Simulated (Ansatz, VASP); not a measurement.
## CoCuAs2 in two plane-wave programs

Wanted: the spread between two codes on one cell, functional and k mesh. The cell is invented: As first built, before any earlier steps moved the atoms: it takes the CoNiAs2 structure with some of its atoms replaced by other elements, volume scaled by an estimate. It may not be a known or stable phase. The cell is a member of a volume series, scaled by 0.94 from a relaxed one, so a pressure remains.

Calculated with Ansatz 0.2.0; plane waves, with VASP 6.6.1 beside it; single point at PBE, DFT+U.

## 1. The structure

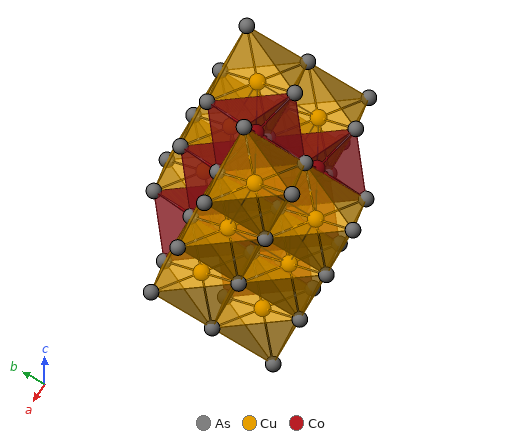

The starting structure, seen from a free direction (arsenic grey, copper orange, cobalt red). 2×1×1 cells are drawn. Some periodic images of atoms are drawn too.

## 2. VASP: single point, PBE, DFT+U

With cell and atoms fixed, the geometry can't cause a difference; cores, projectors, grids and the points listed under the comparison can.

Lines of VASP's logs that name or quote its potential files are left out, and so is its time.

File INCAR:

```
SYSTEM = CoCuAs2
PREC = Accurate
ENCUT = 400
EDIFF = 1E-06
NELM = 100
ISMEAR = 0
SIGMA = 0.05
LREAL = .FALSE.
ALGO = Normal
GGA = PE
NBANDS = 23
ISPIN = 2
MAGMOM = 0.086 0.086 0.004 -1.281
LDAU = .TRUE.
LDAUTYPE = 2
LDAUL = -1 2 2
LDAUU = 0 5 4.5
LDAUJ = 0 0 0
LDAUPRINT = 1
LASPH = .TRUE.
LMAXMIX = 4
LORBIT = 11
LWAVE = .FALSE.
LCHARG = .FALSE.
KPAR = 2
ISIF = 2
```

File POSCAR:

```
CoCuAs2
1.0
    3.7013310533      0.0000000000      0.0000000000
   -1.8506655266      3.2054468394      0.0000000000
    0.0000000000      0.0000000000      4.9007413068
As Cu Co
2 1 1
Direct
    0.6666666700      0.3333333300      0.2864389183
    0.3333333300      0.6666666700      0.7135610817
    0.0000000000      0.0000000000      0.0000000000
    0.0000000000      0.0000000000      0.5000000000
```

File KPOINTS:

```
Automatic mesh
0
Gamma
6 6 4
0 0 0
```

Potentials, in the order of the species: As, Cu and Co (PBE family, release 64).

Command:

```bash
mpirun -np 2 vasp_std
```

Numbers of over 12 decimals in the logs are rounded to 6 here.

The program printed:

```text
[banner, memory and clock lines left out]
running    2 mpi-ranks, on    1 nodes
 distrk:  each k-point on    1 cores,    2 groups
 distr:  one band on    1 cores,    1 groups

 POSCAR found type information on POSCAR AsCuCo
 POSCAR found :  3 types and       4 ions
 LDA part: xc-table for (Slater+PW92), standard interpolation
 POSCAR, INCAR and KPOINTS ok, starting setup
 FFT: planning ... GRIDC
 FFT: planning ... GRID_SOFT
 FFT: planning ... GRID
 WAVECAR not read
 entering main loop
       N       E                     dE             d eps       ncg     rms          rms(c)
DAV:   1     0.178905001047E+03    0.17891E+03   -0.11165E+04  2224   0.127E+03
DAV:   2    -0.426128683782E+01   -0.18317E+03   -0.17265E+03  2299   0.278E+02
DAV:   3    -0.154786867271E+02   -0.11217E+02   -0.10884E+02  2771   0.864E+01
DAV:   4    -0.157459796232E+02   -0.26729E+00   -0.26690E+00  2517   0.129E+01
DAV:   5    -0.157548776315E+02   -0.88980E-02   -0.88970E-02  3237   0.249E+00    0.116E+01
DAV:   6    -0.160926070403E+02   -0.33773E+00   -0.10860E+01  2617   0.873E+01    0.911E+00
DAV:   7    -0.153170131813E+02    0.77559E+00   -0.70789E+00  2665   0.491E+01    0.672E+00
DAV:   8    -0.150566489509E+02    0.26036E+00   -0.17691E+00  2741   0.369E+01    0.254E+00
DAV:   9    -0.150742654970E+02   -0.17617E-01   -0.30704E-01  3710   0.120E+01    0.111E+00
DAV:  10    -0.150827665929E+02   -0.85011E-02   -0.36579E-02  3336   0.328E+00    0.578E-01
DAV:  11    -0.150928226088E+02   -0.10056E-01   -0.21280E-02  3944   0.209E+00    0.423E-01
DAV:  12    -0.150984664939E+02   -0.56439E-02   -0.16029E-02  4024   0.201E+00    0.254E-01
DAV:  13    -0.151004683977E+02   -0.20019E-02   -0.59855E-03  4044   0.936E-01    0.171E-01
DAV:  14    -0.151017825430E+02   -0.13141E-02   -0.49864E-03  3725   0.807E-01    0.123E-01
[...]
DAV:  27    -0.151060961658E+02   -0.17914E-04   -0.91284E-05  3548   0.988E-02    0.288E-02
DAV:  28    -0.151060396766E+02    0.56489E-04   -0.86392E-04  3396   0.228E-01    0.333E-02
DAV:  29    -0.151060961972E+02   -0.56521E-04   -0.41208E-04  3252   0.177E-01    0.149E-02
DAV:  30    -0.151061031537E+02   -0.69565E-05   -0.38985E-05  3384   0.591E-02    0.753E-03
DAV:  31    -0.151061066578E+02   -0.35041E-05   -0.61973E-05  2992   0.678E-02    0.521E-03
DAV:  32    -0.151061065066E+02    0.15119E-06   -0.19497E-05  2288   0.402E-02    0.403E-03
DAV:  33    -0.151061077432E+02   -0.12366E-05   -0.42742E-05  2153   0.519E-02    0.360E-03
DAV:  34    -0.151061085085E+02   -0.76538E-06   -0.33712E-06  1334   0.199E-02
   1 F= -.15106109E+02 E0= -.15105393E+02  d E =-.143143E-02  mag=    -0.8505
```

From OUTCAR (step 2):

```text
ion  position               nearest neighbor table
   1  0.667  0.333  0.286-   4 2.38   4 2.38   4 2.38   3 2.56   3 2.56   3 2.56
   2  0.333  0.667  0.714-   4 2.38   4 2.38   4 2.38   3 2.56   3 2.56   3 2.56
   3  0.000  0.000  0.000-   4 2.45   4 2.45   1 2.56   2 2.56   1 2.56   2 2.56   1 2.56   2 2.56

  LATTYP: Found a hexagonal cell.
 ALAT       =     3.7013310533
 C/A-ratio  =     1.3240483589

 Subroutine GETGRP returns: Found 12 space group operations
 (whereof 12 operations were pure point group operations)

The static configuration has the point symmetry D_3d.

 Found     24 irreducible k-points:

   k-points           NKPTS =     24   k-points in BZ     NKDIM =     24   number of bands    NBANDS=     23

   dimension x,y,z NGX =    24 NGY =   24 NGZ =   32
   dimension x,y,z NGXF=    48 NGYF=   48 NGZF=   64

   ENCUT  =  400.0 eV  29.40 Ry    5.42 a.u.   6.04  6.04  7.99*2*pi/ulx,y,z

   NELECT =      30.0000    total number of electrons

 k-points in reciprocal lattice and weights: Automatic mesh
   0.00000000  0.00000000  0.00000000       0.007
   0.16666667  0.00000000  0.00000000       0.042
   0.33333333  0.00000000  0.00000000       0.042
   0.50000000 -0.00000000  0.00000000       0.021
   0.16666667  0.16666667  0.00000000       0.042
   0.33333333  0.16666667  0.00000000       0.083
   0.33333333  0.33333333  0.00000000       0.014
   0.00000000  0.00000000  0.25000000       0.014
   0.16666667  0.00000000  0.25000000       0.042
[...]
0.33333333  0.16666667  0.50000000       0.083
   0.33333333  0.33333333  0.50000000       0.014

atom =   3  type =  2  l = 2

 onsite density matrix

spin component  1

  0.9301  0.0000 -0.0000 -0.0116  0.0000
  0.0000  0.9486 -0.0000  0.0000 -0.0116
 -0.0000 -0.0000  0.9167  0.0000  0.0000
 -0.0116  0.0000  0.0000  0.9486 -0.0000
  0.0000 -0.0116  0.0000 -0.0000  0.9301

spin component  2

  0.9394  0.0000 -0.0000 -0.0091  0.0000
  0.0000  0.9393 -0.0000  0.0000 -0.0091
 -0.0000 -0.0000  0.9434  0.0000  0.0000
 -0.0091  0.0000  0.0000  0.9393 -0.0000
  0.0000 -0.0091  0.0000 -0.0000  0.9394

 occupancies and eigenvectors

  o =  0.9167  v = -0.0000  0.0000 -1.0000 -0.0000  0.0000  0.0000  0.0000  0.0000  0.0000  0.0000      0.0000  0.0000  0.0000  0.0000  0.0000  0.0000  0.0000  0.0000  0.0000  0.0000
  o =  0.9245  v = -0.9008  0.0001  0.0000 -0.4343  0.0002  0.0000  0.0000  0.0000  0.0000  0.0000      0.0000  0.0000  0.0000  0.0000  0.0000  0.0000  0.0000  0.0000  0.0000  0.0000
  o =  0.9245  v =  0.0002  0.4343  0.0000  0.0001  0.9008  0.0000  0.0000  0.0000  0.0000  0.0000      0.0000  0.0000  0.0000  0.0000  0.0000  0.0000  0.0000  0.0000  0.0000  0.0000
  o =  0.9303  v =  0.0000  0.0000  0.0000  0.0000  0.0000  0.7064 -0.0001  0.0000  0.7078 -0.0001      0.0000  0.0000  0.0000  0.0000  0.0000  0.0000  0.0000  0.0000  0.0000  0.0000
  o =  0.9303  v =  0.0000  0.0000  0.0000  0.0000  0.0000 -0.0001 -0.7078  0.0000 -0.0001 -0.7064      0.0000  0.0000  0.0000  0.0000  0.0000  0.0000  0.0000  0.0000  0.0000  0.0000
  o =  0.9434  v =  0.0000  0.0000  0.0000  0.0000  0.0000  0.0000  0.0000  1.0000 -0.0000 -0.0000      0.0000  0.0000  0.0000  0.0000  0.0000  0.0000  0.0000  0.0000  0.0000  0.0000
  o =  0.9484  v =  0.0000  0.0000  0.0000  0.0000  0.0000  0.7078  0.0001 -0.0000 -0.7064 -0.0001      0.0000  0.0000  0.0000  0.0000  0.0000  0.0000  0.0000  0.0000  0.0000  0.0000
  o =  0.9484  v =  0.0000  0.0000  0.0000  0.0000  0.0000  0.0001 -0.7064  0.0000 -0.0001  0.7078      0.0000  0.0000  0.0000  0.0000  0.0000  0.0000  0.0000  0.0000  0.0000  0.0000
  o =  0.9541  v = -0.4343 -0.0002  0.0000  0.9008  0.0001  0.0000  0.0000  0.0000  0.0000  0.0000      0.0000  0.0000  0.0000  0.0000  0.0000  0.0000  0.0000  0.0000  0.0000  0.0000
  o =  0.9541  v =  0.0001 -0.9008  0.0000 -0.0002  0.4343  0.0000  0.0000  0.0000  0.0000  0.0000      0.0000  0.0000  0.0000  0.0000  0.0000  0.0000  0.0000  0.0000  0.0000  0.0000

atom =   4  type =  3  l = 2

 onsite density matrix

spin component  1

  0.7383 -0.0000 -0.0000  0.2154 -0.0000
 -0.0000  0.5746  0.0000  0.0000  0.2154
 -0.0000  0.0000  0.7082 -0.0000  0.0000
  0.2154  0.0000 -0.0000  0.5746  0.0000
 -0.0000  0.2154  0.0000  0.0000  0.7383

spin component  2

  0.8496 -0.0000 -0.0000  0.0545 -0.0000
 -0.0000  0.8687  0.0000  0.0000  0.0545
 -0.0000  0.0000  0.8996 -0.0000  0.0000
  0.0545  0.0000 -0.0000  0.8687  0.0000
 -0.0000  0.0545  0.0000  0.0000  0.8496

 occupancies and eigenvectors

  o =  0.4260  v =  0.5678  0.0002  0.0000 -0.8232 -0.0001  0.0000  0.0000  0.0000  0.0000  0.0000      0.0000  0.0000  0.0000  0.0000  0.0000  0.0000  0.0000  0.0000  0.0000  0.0000
  o =  0.4260  v = -0.0001  0.8232  0.0000  0.0002 -0.5678  0.0000  0.0000  0.0000  0.0000  0.0000      0.0000  0.0000  0.0000  0.0000  0.0000  0.0000  0.0000  0.0000  0.0000  0.0000
  o =  0.7082  v = -0.0000  0.0000 -1.0000 -0.0000  0.0000  0.0000  0.0000  0.0000  0.0000  0.0000      0.0000  0.0000  0.0000  0.0000  0.0000  0.0000  0.0000  0.0000  0.0000  0.0000
  o =  0.8038  v =  0.0000  0.0000  0.0000  0.0000  0.0000  0.7656  0.0001  0.0000 -0.6433 -0.0002      0.0000  0.0000  0.0000  0.0000  0.0000  0.0000  0.0000  0.0000  0.0000  0.0000
  o =  0.8038  v =  0.0000  0.0000  0.0000  0.0000  0.0000  0.0002 -0.6433 -0.0000 -0.0001  0.7656      0.0000  0.0000  0.0000  0.0000  0.0000  0.0000  0.0000  0.0000  0.0000  0.0000
  o =  0.8869  v = -0.8232  0.0001  0.0000 -0.5678  0.0002  0.0000  0.0000  0.0000  0.0000  0.0000      0.0000  0.0000  0.0000  0.0000  0.0000  0.0000  0.0000  0.0000  0.0000  0.0000
  o =  0.8869  v =  0.0002  0.5678  0.0000  0.0001  0.8232  0.0000  0.0000  0.0000  0.0000  0.0000      0.0000  0.0000  0.0000  0.0000  0.0000  0.0000  0.0000  0.0000  0.0000  0.0000
  o =  0.8996  v =  0.0000  0.0000  0.0000  0.0000  0.0000  0.0000 -0.0000  1.0000  0.0000 -0.0000      0.0000  0.0000  0.0000  0.0000  0.0000  0.0000  0.0000  0.0000  0.0000  0.0000
  o =  0.9145  v =  0.0000  0.0000  0.0000  0.0000  0.0000  0.6433 -0.0002 -0.0000  0.7656 -0.0001      0.0000  0.0000  0.0000  0.0000  0.0000  0.0000  0.0000  0.0000  0.0000  0.0000
  o =  0.9145  v =  0.0000  0.0000  0.0000  0.0000  0.0000  0.0001  0.7656  0.0000  0.0002  0.6433      0.0000  0.0000  0.0000  0.0000  0.0000  0.0000  0.0000  0.0000  0.0000  0.0000

 average (electrostatic) potential at core
       1 -47.4339       2 -47.4339       3 -62.8905       4 -80.1946

 E-fermi :   7.4144

 spin component 1
 k-point     1 :       0.0000    0.0000    0.0000
  band No.  band energies     occupation
    ...
      8       3.2273      1.00000
      9       4.4759      1.00000
     10       4.4759      1.00000
     11       6.4683      1.00000
     12       6.4683      1.00000
     13       7.7254      0.00000
     14       8.0393      0.00000
     15       8.0393      0.00000
     16       9.7961      0.00000
     17      10.8228      0.00000
    ...

 k-point     2 :       0.1667    0.0000    0.0000
  band No.  band energies     occupation
    ...
     10       4.5302      1.00000
     11       6.2643      1.00000
     12       6.3178      1.00000
     13       6.3468      1.00000
     14       7.3716      0.88659
     15       7.6430      0.00000
     16       9.6880      0.00000
     17      10.4091      0.00000
     18      11.2813      0.00000
     19      12.8592      0.00000
    ...

 k-point     3 :       0.3333    0.0000    0.0000
  band No.  band energies     occupation
    ...
     11       4.8288      1.00000
     12       5.7397      1.00000
     13       5.9371      1.00000
     14       6.5939      1.00000
     15       7.0230      1.00000
     16       8.4364      0.00000
     17       9.9840      0.00000
     18      11.7814      0.00000
     19      12.1675      0.00000
     20      13.9547      0.00000
    ...

 k-point     4 :       0.5000   -0.0000    0.0000
  band No.  band energies     occupation
    ...
     11       4.8161      1.00000
     12       4.8336      1.00000
     13       5.5870      1.00000
     14       6.0082      1.00000
     15       6.4362      1.00000
     16       7.9252      0.00000
     17       9.7217      0.00000
     18      11.9276      0.00000
     19      11.9436      0.00000
     20      13.3339      0.00000
    ...

 k-point     5 :       0.1667    0.1667    0.0000
  band No.  band energies     occupation
    ...
     11       5.5369      1.00000
     12       6.0467      1.00000
     13       6.0579      1.00000
     14       6.5388      1.00000
     15       7.3127      0.99799
     16       9.3939      0.00000
     17      10.1493      0.00000
     18      10.4312      0.00000
     19      13.1074      0.00000
     20      14.0230      0.00000
    ...

 k-point     6 :       0.3333    0.1667    0.0000
  band No.  band energies     occupation
    ...
     11       5.3348      1.00000
     12       5.5053      1.00000
     13       5.6667      1.00000
     14       6.1597      1.00000
     15       6.5619      1.00000
     16       7.9087      0.00000
     17       9.6875      0.00000
     18      10.3137      0.00000
     19      12.1593      0.00000
     20      13.2524      0.00000
    ...

  Total        1.8668949      1.8668951      2.5192272      0.0000000     -0.0000000      0.0000000
  in kB       51.4425124     51.4425162     69.4176056      0.0000000     -0.0000000      0.0000000
  external PRESSURE =      57.4342114 kB  Pullay stress =       0.0000000 kB

  energy-cutoff  :      400.00
  volume of cell :       58.14
      direct lattice vectors                 reciprocal lattice vectors
     3.701331053  0.000000000  0.000000000     0.270173077  0.155984493  0.000000000
    -1.850665527  3.205446839  0.000000000     0.000000000  0.311968986  0.000000000
     0.000000000  0.000000000  4.900741307     0.000000000  0.000000000  0.204050762

 POSITION                                       TOTAL-FORCE (eV/Angst)
 -----------------------------------------------------------------------------------
      1.85067      1.06848      1.40376        -0.000000      0.000000     -0.125972
     -0.00000      2.13696      3.49698         0.000000     -0.000000      0.125972
      0.00000      0.00000      0.00000         0.000000      0.000000      0.000000
      0.00000      0.00000      2.45037         0.000000      0.000000      0.000000
 -----------------------------------------------------------------------------------
    total drift:                                0.000000     -0.000000      0.000000

  FREE ENERGIE OF THE ION-ELECTRON SYSTEM (eV)
  ---------------------------------------------------
  free  energy   TOTEN  =       -15.1061085085 eV

  energy  without entropy=      -15.1046770820  energy(sigma->0) =      -15.10539280

 total charge
# of ion       s       p       d       tot
------------------------------------------
    1        1.245   1.442   0.070   2.758
    2        1.245   1.442   0.070   2.758
    3        0.407   0.382   9.352  10.141
    4        0.452   0.557   7.632   8.642
--------------------------------------------------
tot          3.350   3.823  17.125  24.298

 magnetization (x)
# of ion       s       p       d       tot
------------------------------------------
    1       -0.009   0.057   0.001   0.048
    2       -0.009   0.057   0.001   0.048
    3       -0.002   0.018  -0.027  -0.011
    4       -0.005  -0.012  -1.003  -1.020
--------------------------------------------------
tot         -0.026   0.119  -1.029  -0.935

[... 6 further parts left out ...]
```

The run ends at a pressure of 5.74 GPa, with forces up to 0.13 eV/Å.

(Part 1 of 3 ends here.)

[Lines on the potential files, build, host, timing and source positions are cut from VASP's logs without a mark.]

[Logs are printed without paths, hosts, clocks, repeated set-up lines and the standing remarks that a program may print on its own settings, such as how far it seeks lower states.]

[Hosts, paths, dates, database ids (printed as entryN), source tags and the programs' standing remarks are cut or masked in the printed files.]
